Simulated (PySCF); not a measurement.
**Br2O2W (W(O)2(Br)2): density, localisation and related maps**

```yaml
atoms:
  - { symbol: W, position_ang: [0.3594, 0.3594, 0.0000] }
  - { symbol: O, position_ang: [1.5471, 0.6131, -1.1959] }
  - { symbol: O, position_ang: [0.6131, 1.5471, 1.1959] }
  - { symbol: Br, position_ang: [-1.8370, 0.6920, -0.9901] }
  - { symbol: Br, position_ang: [0.6920, -1.8370, 0.9901] }
```

Core potentials replace the inner electrons of W.

Computed with PySCF 2.14.0, RKS B3LYP, W def2-SVP with ECP60, O def2-SVP, Br def2-SVP; non-relativistic Hamiltonian with scalar-relativistic core potentials where named; density fitting.

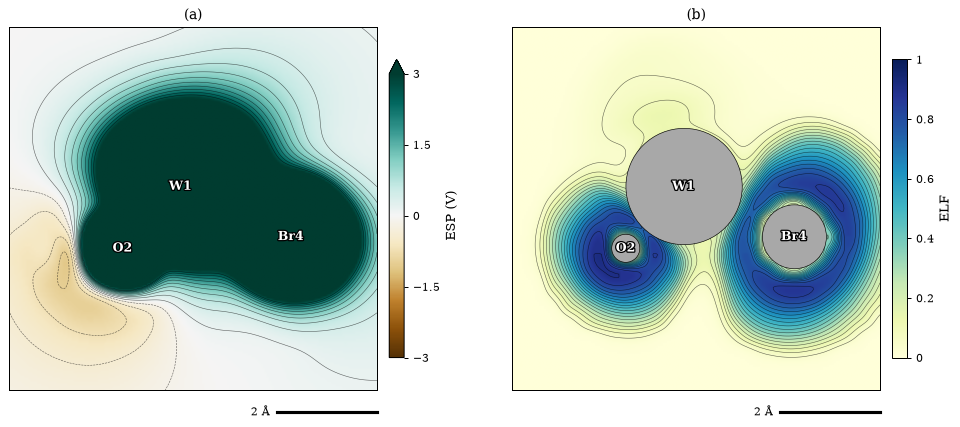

Figure 1. (a) molecular electrostatic potential; (b) ELF on the plane of atoms O2, W1 and Br4. Grey discs cover the atomic cores in the ELF map.

**Interpret the plot.**

The section cuts through W, O and Br sites.
W–O (1.70 Å): the ELF peaks at about 0.75 in the valence shell of O, 0.5 Å from its nucleus, and drops to about 0.40 between the two atoms.
W–Br (2.43 Å): the ELF peaks at about 0.75 in the valence shell of Br, 1.0 Å from its nucleus, and is about 0.50 at the midpoint.
Outside the dense part of the molecule the potential is most negative (−1.1 V) near O2.

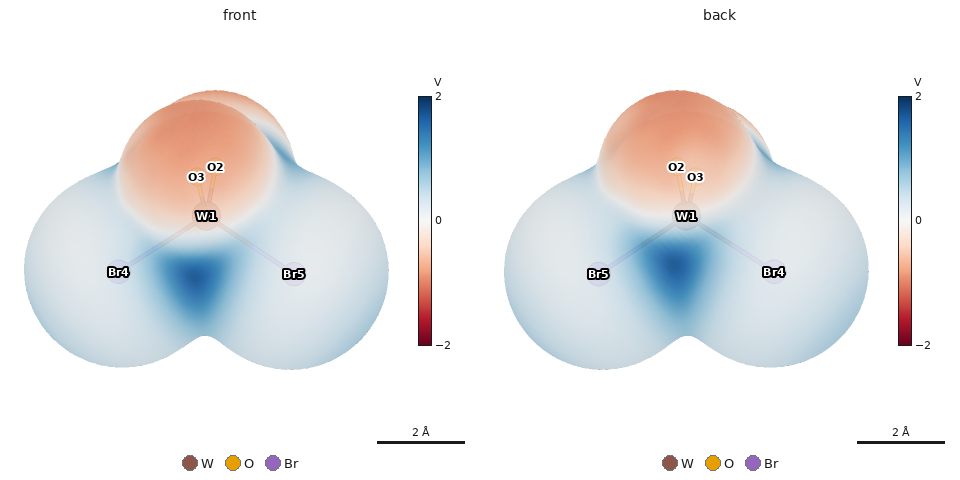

Figure 2. The electrostatic potential painted on the density surface at 0.001 e/bohr³, seen from the front and from behind; red is negative and blue positive.

**Describe the electrostatic potential map.**

The most negative region (about −0.9 V, or −21 kcal/mol for a unit charge) lies over O2 and O3, the most positive (about +1.6 V, or +37 kcal/mol for a unit charge) over W1.

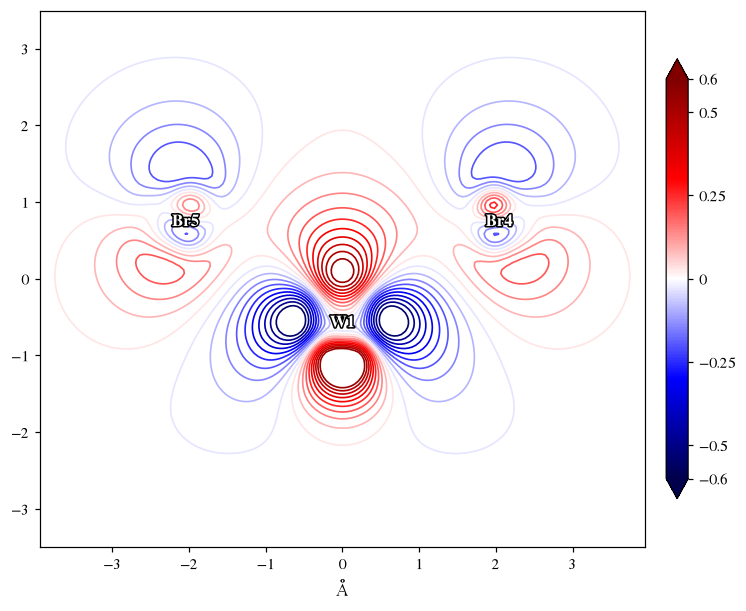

Figure 3. One frontier orbital on the plane of atoms Br4, W1 and Br5 (values in Å⁻³ᐟ²; the overall sign is arbitrary).

**Which orbital is it: HOMO or LUMO?**

The LUMO, at −3.64 eV. By Hirshfeld shares it lies mainly on W1 (about 55 %), Br4 (about 15 %), Br5 (about 15 %), O2 (about 5 %) and O3 (about 5 %).
